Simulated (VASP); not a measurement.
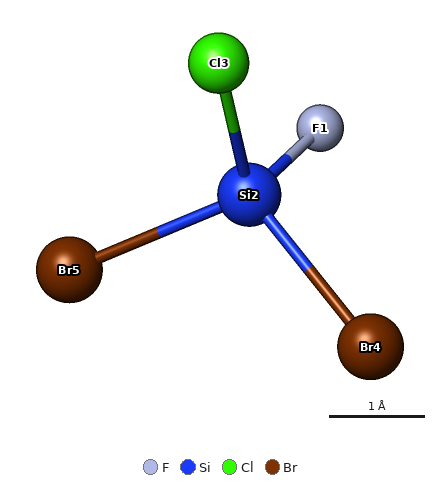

**Figure 1.** The structure (ball-and-stick view of the molecule without its box, seen at a tilt; atoms are numbered from 1 in the order of the input). Bond lengths as drawn: Br–Si 2.18 Å, Cl–Si 2.02 Å and F–Si 1.58 Å.

# ELF calculation of SiBr₂ClF

- system: SiBr₂ClF (5 atoms in the cell)
- method: Kohn-Sham DFT of a periodic cell, PBE, VASP PAW PBE potentials, recommended, no spin polarisation (VASP 6.6.1)

INCAR:
```
ALGO = Normal
EDIFF = 1E-7
ENCUT = 520
GGA = PE
ISIF = 2
ISMEAR = 0
LASPH = True
LCHARG = True
LELF = True
LREAL = False
LWAVE = False
NELM = 100
PREC = Accurate
SIGMA = 0.01
```

KPOINTS:
```
k-points
0
Gamma
  1 1 1
```

POSCAR:
```
SiBr2ClF
1.0
   12.0000000000      0.0000000000      0.0000000000
    0.0000000000     12.0000000000      0.0000000000
    0.0000000000      0.0000000000     12.0000000000
F Si Cl Br
1 1 1 2
Direct
    0.5778791700      0.3930333300      0.6063291700
    0.5105791700      0.4776916700      0.5316125000
    0.3805125000      0.5346416700      0.6217208300
    0.4521291700      0.3891750000      0.3839458300
    0.6216541700      0.6143250000      0.4863458300
```

Machine: 1 thread of Intel Xeon (Sapphire Rapids), 128 GiB of memory available, shared host.

Command:
```bash
cat potpaw_PBE.64/F/POTCAR potpaw_PBE.64/Si/POTCAR potpaw_PBE.64/Cl/POTCAR potpaw_PBE.64/Br/POTCAR > POTCAR
mpirun -np 1 vasp_gam > vasp.out
```

OSZICAR:
```
N       E                     dE             d eps       ncg     rms          rms(c)
DAV:   1     0.271053626881E+03    0.27105E+03   -0.93959E+03    56   0.100E+03
DAV:   2     0.743684434448E+02   -0.19669E+03   -0.18950E+03    64   0.165E+02
DAV:   3    -0.137745165578E+02   -0.88143E+02   -0.88027E+02    64   0.112E+02
DAV:   4    -0.206225201927E+02   -0.68480E+01   -0.68436E+01    48   0.364E+01
DAV:   5    -0.206866439669E+02   -0.64124E-01   -0.64101E-01    48   0.393E+00    0.122E+01
DAV:   6    -0.198372287928E+02    0.84942E+00   -0.33163E+00    48   0.129E+01    0.704E+00
DAV:   7    -0.197948356004E+02    0.42393E-01   -0.29311E-01    48   0.351E+00    0.281E+00
DAV:   8    -0.197924084850E+02    0.24271E-02   -0.23751E-02    48   0.106E+00    0.829E-01
DAV:   9    -0.197929516712E+02   -0.54319E-03   -0.28791E-03    56   0.458E-01    0.267E-01
DAV:  10    -0.197937038586E+02   -0.75219E-03   -0.64492E-04    48   0.159E-01    0.141E-01
DAV:  11    -0.197944933793E+02   -0.78952E-03   -0.17621E-04    56   0.113E-01    0.687E-02
DAV:  12    -0.197955276535E+02   -0.10343E-02   -0.19039E-04    48   0.798E-02    0.415E-02
DAV:  13    -0.197963873977E+02   -0.85974E-03   -0.14864E-04    48   0.857E-02    0.187E-02
DAV:  14    -0.197970814690E+02   -0.69407E-03   -0.12617E-04    48   0.519E-02    0.162E-02
DAV:  15    -0.197972568249E+02   -0.17536E-03   -0.11736E-05    48   0.170E-02    0.102E-02
DAV:  16    -0.197976324898E+02   -0.37566E-03   -0.27079E-05    48   0.256E-02    0.908E-03
DAV:  17    -0.197977291364E+02   -0.96647E-04   -0.32500E-06    48   0.958E-03    0.483E-03
DAV:  18    -0.197978429045E+02   -0.11377E-03   -0.52454E-06    48   0.120E-02    0.177E-03
DAV:  19    -0.197978842308E+02   -0.41326E-04   -0.15202E-06    48   0.586E-03    0.189E-03
DAV:  20    -0.197979111733E+02   -0.26943E-04   -0.15196E-06    48   0.722E-03    0.317E-03
DAV:  21    -0.197979214681E+02   -0.10295E-04   -0.56881E-07    48   0.595E-03    0.121E-03
DAV:  22    -0.197979236198E+02   -0.21518E-05   -0.83346E-08    32   0.193E-03    0.576E-04
DAV:  23    -0.197979258879E+02   -0.22680E-05   -0.58360E-08    28   0.115E-03    0.442E-04
DAV:  24    -0.197979267159E+02   -0.82803E-06   -0.18586E-08    32   0.706E-04    0.312E-04
DAV:  25    -0.197979269709E+02   -0.25501E-06   -0.22689E-09    28   0.779E-04    0.123E-04
DAV:  26    -0.197979271523E+02   -0.18141E-06   -0.16582E-09    32   0.523E-04    0.197E-04
DAV:  27    -0.197979271694E+02   -0.17091E-07    0.65126E-09    28   0.254E-04
   1 F= -.19797927E+02 E0= -.19797927E+02  d E =-.986104E-12
```

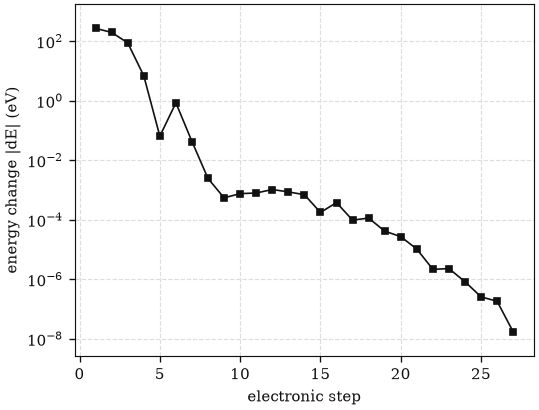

**Figure 2.** Convergence of the self-consistent field: energy change |dE| against the electronic step. It takes 27 electronic steps. The density is held fixed in the first few steps, and dE rises again when its update begins.

Parts of OUTCAR:
```
EDIFF = 1E-7
   ENCUT = 520
   GGA = PE
   ISIF = 2
   ISMEAR = 0
   LASPH = True
   LREAL = False
   NELM = 100
   PREC = Accurate

 ion  position               nearest neighbor table
   1  0.578  0.393  0.606-   2 1.58
   2  0.511  0.478  0.532-   1 1.58   3 2.02   5 2.18   4 2.18
   3  0.381  0.535  0.622-   2 2.02
   4  0.452  0.389  0.384-   2 2.18
   5  0.622  0.614  0.486-   2 2.18

  LATTYP: Found a simple cubic cell.
 ALAT       =    12.0000000000

  Lattice vectors:

 A1 = (  12.0000000000,   0.0000000000,   0.0000000000)
 A2 = (   0.0000000000,  12.0000000000,   0.0000000000)
 A3 = (   0.0000000000,   0.0000000000,  12.0000000000)

Analysis of symmetry for initial positions (statically):
=====================================================================
 Subroutine PRICEL returns:
 Original cell was already a primitive cell.

 Routine SETGRP: Setting up the symmetry group for a
 simple cubic supercell.

 Subroutine GETGRP returns: Found  1 space group operations
 (whereof  1 operations were pure point group operations)
 out of a pool of 48 trial point group operations.

The static configuration has the point symmetry C_1 .

Analysis of symmetry for dynamics (positions and initial velocities):
=====================================================================
 Subroutine PRICEL returns:
 Original cell was already a primitive cell.

 Routine SETGRP: Setting up the symmetry group for a
 simple cubic supercell.

 Subroutine GETGRP returns: Found  1 space group operations
 (whereof  1 operations were pure point group operations)
 out of a pool of 48 trial point group operations.

The dynamic configuration has the point symmetry C_1 .

 Subroutine INISYM returns: Found  1 space group operations
 (whereof  1 operations are pure point group operations),
 and found     1 'primitive' translations

----------------------------------------------------------------------------------------

                                     Primitive cell

  volume of cell :    1728.0000

  direct lattice vectors                    reciprocal lattice vectors
    12.000000000  0.000000000  0.000000000     0.083333333  0.000000000  0.000000000
     0.000000000 12.000000000  0.000000000     0.000000000  0.083333333  0.000000000
     0.000000000  0.000000000 12.000000000     0.000000000  0.000000000  0.083333333

  length of vectors
    12.000000000 12.000000000 12.000000000     0.083333333  0.083333333  0.083333333

  position of ions in fractional coordinates (direct lattice)
     0.577879170  0.393033330  0.606329170
     0.510579170  0.477691670  0.531612500
     0.380512500  0.534641670  0.621720830
     0.452129170  0.389175000  0.383945830
     0.621654170  0.614325000  0.486345830

  ion indices of the primitive-cell ions
   primitive index   ion index
                 1           1
                 2           2
                 3           3
                 4           4
                 5           5

----------------------------------------------------------------------------------------

 KPOINTS: k-points

Automatic generation of k-mesh.
 Grid dimensions read from file:
 generate k-points for:    1    1    1

 Generating k-lattice:

  Cartesian coordinates                     Fractional coordinates (reciprocal lattice)
     0.083333333  0.000000000  0.000000000     1.000000000  0.000000000  0.000000000
     0.000000000  0.083333333  0.000000000     0.000000000  1.000000000  0.000000000
     0.000000000  0.000000000  0.083333333     0.000000000  0.000000000  1.000000000

  Length of vectors
     0.083333333  0.083333333  0.083333333

  Shift w.r.t. Gamma in fractional coordinates (k-lattice)
     0.000000000  0.000000000  0.000000000

 Subroutine IBZKPT returns following result:
 ===========================================

 Found      1 irreducible k-points:

 Following reciprocal coordinates:
            Coordinates               Weight
  0.000000  0.000000  0.000000      1.000000
   k-points           NKPTS =      1   k-points in BZ     NKDIM =      1   number of bands    NBANDS=     20
   number of dos      NEDOS =    301   number of ions     NIONS =      5
   total plane-waves  NPLWV = 729000
   dimension x,y,z NGX =    90 NGY =   90 NGZ =   90
   dimension x,y,z NGXF=   180 NGYF=  180 NGZF=  180
   ions per type =               1   1   1   2
   NGX,Y,Z   is equivalent  to a cutoff of  12.47, 12.47, 12.47 a.u.
   NGXF,Y,Z  is equivalent  to a cutoff of  24.94, 24.94, 24.94 a.u.
 SYSTEM =  unknown system
   PREC   = accura    normal or accurate (medium, high low for compatibility)
   ISTART =      0    job   : 0-new  1-cont  2-samecut
   ICHARG =      2    charge: 1-file 2-atom 10-const
   ISPIN  =      1    spin polarized calculation?
   LNONCOLLINEAR =      F non collinear calculations
   LSORBIT =      F    spin-orbit coupling
   LASPH  =      T    aspherical Exc in radial PAW
   ENCUT  =  520.0 eV  38.22 Ry    6.18 a.u.  22.31 22.31 22.31*2*pi/ulx,y,z
   NELM   =    100;   NELMIN=  2; NELMDL= -5     # of ELM steps
   EDIFF  = 0.1E-06   stopping-criterion for ELM
   LREAL  =      F    real-space projection
   EDIFFG = 0.1E-05   stopping-criterion for IOM
   NSW    =      0    number of steps for IOM
   IBRION =     -1    ionic relax: 0-MD 1-quasi-New 2-CG
   NFREE  =      0    steps in history (QN), initial steepest desc. (CG)
   ISIF   =      2    stress and relaxation
   ISYM   =      2    0-nonsym 1-usesym 2-fastsym
   POTIM  = 0.5000    time-step for ionic-motion
   TEBEG  =    0.0;   TEEND  =   0.0 temperature during run
   PSTRESS=    0.0 pullay stress
   NELECT =      32.0000    total number of electrons
   NUPDOWN=      -1.0000    fix difference up-down
   EMIN   =  10.00;   EMAX   =-10.00  energy-range for DOS
   EFERMI =   0.00;   METHOD = LEGACY
   ISMEAR =     0;   SIGMA  =   0.01  broadening in eV -4-tet -1-fermi 0-gaus
   EFERMI_NEDOS =   21; number of points for ismear=-14 and -15
   IALGO  =     38    algorithm
   IMIX   =      4    mixing-type and parameters
     AMIX     =   0.40;   BMIX     =  1.00
     AMIX_MAG =   1.60;   BMIX_MAG =  1.00
  volume/ion in A,a.u.               =     345.60      2332.22
  Fermi-wavevector in a.u.,A,eV,Ry     =   0.433122  0.818482  2.552380  0.187595
  Thomas-Fermi vector in A             =   1.403327
   LORBIT       =      0    0 simple, 1 ext, 2 COOP (PROOUT), +10 PAW based schemes
   GGA     = PE    functional components
   LHFCALC =     F    Hartree Fock is set to
   AEXX    =    0.0000 exact exchange contribution
   IVDW    =     0    specifies the selected vdW correction
   LEPSILON=     F    determine dielectric tensor
   LRPA    =     F    only Hartree local field effects (RPA)
 non-spin polarized calculation
 Gauss-broadening in eV      SIGMA  =   0.01
  energy-cutoff  :      520.00
  volume of cell :     1728.00
 maximum number of plane-waves:     23293
 NGX is ok and might be reduce to    90
   NGX = 45   NGY = 45   NGZ = 45

 number of electron      31.9999990 magnetization

 Free energy of the ion-electron system (eV)
  ---------------------------------------------------
  ext. energy  EPLUGINS =         0.00000000
  ---------------------------------------------------
  free energy    TOTEN  =       -19.79792717 eV

  energy without entropy =      -19.79792717  energy(sigma->0) =      -19.79792717

 E-fermi :  -7.0462     XC(G=0):  -1.0764     alpha+bet : -0.5277

 val. band max:       -7.0935876380   @ k =   0.0000   0.0000   0.0000
 cond. band min:      -1.5906508763   @ k =   0.0000   0.0000   0.0000
 fundamental gap:      5.5029367618
 Fermi energy:        -7.0461877654

 k-point     1 :       0.0000    0.0000    0.0000
  band No.  band energies     occupation
      1     -30.2043      2.00000
      2     -21.2590      2.00000
      3     -20.3656      2.00000
      4     -20.1016      2.00000
      5     -13.6540      2.00000
      6     -11.4611      2.00000
      7     -11.1932      2.00000
      8     -11.1500      2.00000
      9      -9.6234      2.00000
     10      -9.4183      2.00000
     11      -8.4740      2.00000
     12      -8.2527      2.00000
     13      -7.8710      2.00000
     14      -7.5124      2.00000
     15      -7.2913      2.00000
     16      -7.0936      2.00000
     17      -1.5907      0.00000
     18      -0.3175      0.00000
     19       0.0313      0.00000
     20       0.0710      0.00000

------------------------ aborting loop because EDIFF is reached ----------------------------------------

  FORCE on cell =-STRESS in cart. coord.  units (eV):
  Direction    XX          YY          ZZ          XY          YZ          ZX
  --------------------------------------------------------------------------------------
  -------------------------------------------------------------------------------------
  Total        0.9669512      1.0977409      1.0229776     -0.2085026     -0.2579093      0.2215683
  in kB        0.8965436      1.0178099      0.9484905     -0.1933207     -0.2391299      0.2054350
  external PRESSURE =       0.9542813 kB  Pullay stress =       0.0000000 kB

 VOLUME and BASIS-vectors are now :
 -----------------------------------------------------------------------------
  energy-cutoff  :      520.00
  volume of cell :     1728.00
      direct lattice vectors                 reciprocal lattice vectors
    12.000000000  0.000000000  0.000000000     0.083333333  0.000000000  0.000000000
     0.000000000 12.000000000  0.000000000     0.000000000  0.083333333  0.000000000
     0.000000000  0.000000000 12.000000000     0.000000000  0.000000000  0.083333333

 POSITION                                       TOTAL-FORCE (eV/Angst)
 -----------------------------------------------------------------------------------
      6.93455      4.71640      7.27595         0.446126     -0.564448      0.501537
      6.12695      5.73230      6.37935        -0.306052      0.394283     -0.360522
      4.56615      6.41570      7.46065        -0.228096      0.097199      0.164111
      5.42555      4.67010      4.60735        -0.094383     -0.147549     -0.236148
      7.45985      7.37190      5.83615         0.182405      0.220515     -0.068978
 -----------------------------------------------------------------------------------
    total drift:                                0.000064     -0.000902      0.001008

  FREE ENERGIE OF THE ION-ELECTRON SYSTEM (eV)
  ---------------------------------------------------
  free  energy   TOTEN  =       -19.7979271694 eV

  energy  without entropy=      -19.7979271694  energy(sigma->0) =      -19.79792717
```

CONTCAR:
```
SiBr2ClF
   1.00000000000000
    12.0000000000000000    0.0000000000000000    0.0000000000000000
     0.0000000000000000   12.0000000000000000    0.0000000000000000
     0.0000000000000000    0.0000000000000000   12.0000000000000000
  F               Si              Cl              Br
     1     1     1     2
Direct
     0.5778791700000028    0.3930333300000015    0.6063291700000022
     0.5105791699999997    0.4776916699999987    0.5316125000000014
     0.3805125000000018    0.5346416699999992    0.6217208300000010
     0.4521291699999992    0.3891750000000016    0.3839458300000018
     0.6216541699999993    0.6143250000000009    0.4863458299999976

  0.00000000E+00  0.00000000E+00  0.00000000E+00
  0.00000000E+00  0.00000000E+00  0.00000000E+00
  0.00000000E+00  0.00000000E+00  0.00000000E+00
  0.00000000E+00  0.00000000E+00  0.00000000E+00
  0.00000000E+00  0.00000000E+00  0.00000000E+00
```

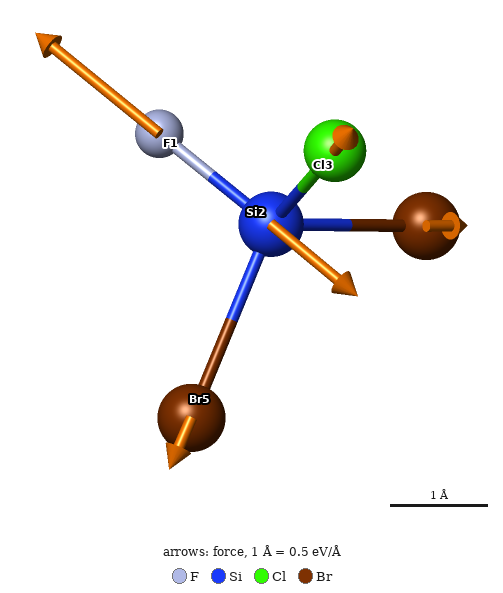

**Figure 3.** Forces on the atoms as orange arrows (ball-and-stick view of the molecule without its box, seen at a tilt; atoms are numbered from 1 in the order of the input). The largest act on F1 (0.88 eV/Å); Si2 (0.62 eV/Å); Cl3 (0.30 eV/Å); Br4, Br5 (0.29 eV/Å). The geometry is not a stationary point of this energy.

Results in brief:

| quantity | value |
| --- | --- |
| outcome | converged |
| electrons treated | 32 |
| free energy | −19.7979 eV |
| Fermi energy of the self-consistent step | −7.046 eV |
| gap on the k-point mesh | 5.50 eV |
| largest force (length of the vector) | 0.877 eV/Å |
| wall time | 2.3 min |
| peak memory | 1.3 GiB |
